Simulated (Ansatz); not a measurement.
Bond stretch in AlH, singlet.

Levels: RKS-PBE = restricted PBE/aug-cc-pVQZ (Ansatz, a program for electronic structure); RKS-B3LYP = restricted B3LYP/aug-cc-pVQZ in Ansatz; RKS-CAM-B3LYP = Ansatz with restricted CAM-B3LYP/aug-cc-pVQZ; UKS-PBE = unrestricted PBE/aug-cc-pVQZ run with Ansatz; UKS-CAM-B3LYP = unrestricted CAM-B3LYP/aug-cc-pVQZ in Ansatz; UKS-B3LYP = unrestricted B3LYP/aug-cc-pVQZ in Ansatz; UCCSD(T) = CCSD(T) on UHF/aug-cc-pVQZ, frozen core run with Ansatz; FCI = full CI/aug-cc-pVQZ, frozen core (Ansatz).

Cost and accuracy over the 23 points of the scan, with FCI as yardstick. Costs are rough ratios of core time within Ansatz on shared cores, each with its mean field (Kohn-Sham runs search longer for lower solutions than correlated ones do); the miss is the largest error against full CI of the curve after the mean shift, in mEh.

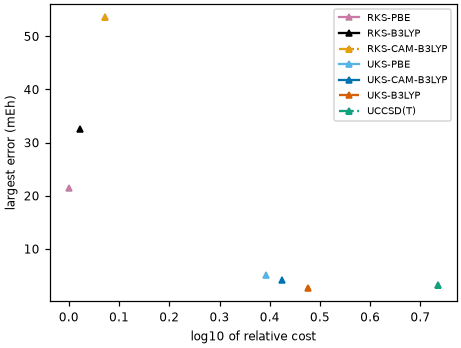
Fig. 1. Miss against cost, one point a level.

```
level          relative cost  largest error
-------------  -------------  -------------
RKS-PBE                    1           21.5
RKS-B3LYP                  1           32.6
RKS-CAM-B3LYP              1           53.6
UKS-PBE                    2            5.1
UKS-CAM-B3LYP              3            4.1
UKS-B3LYP                  3            2.7
UCCSD(T)                   5            3.1
```

Costs within a factor of two of each other count as equal.

The restricted form behind RKS-PBE, RKS-B3LYP, RKS-CAM-B3LYP keeps the bonding electrons paired and can't separate into open-shell fragments. The unrestricted determinant behind UKS-PBE is spin-contaminated at 3.34 to 6.62 Å (<S²> up to 1.0, against 0.00 for a pure singlet). The unrestricted determinant behind UKS-CAM-B3LYP, UKS-B3LYP is spin-contaminated at 2.93 to 6.62 Å (<S²> up to 1.0, against 0.00 for a pure singlet). The unrestricted determinant behind UCCSD(T) is spin-contaminated at 1.22 to 1.90, 2.47 to 6.62 Å (<S²> up to 1.0, against 0.00 for a pure singlet).
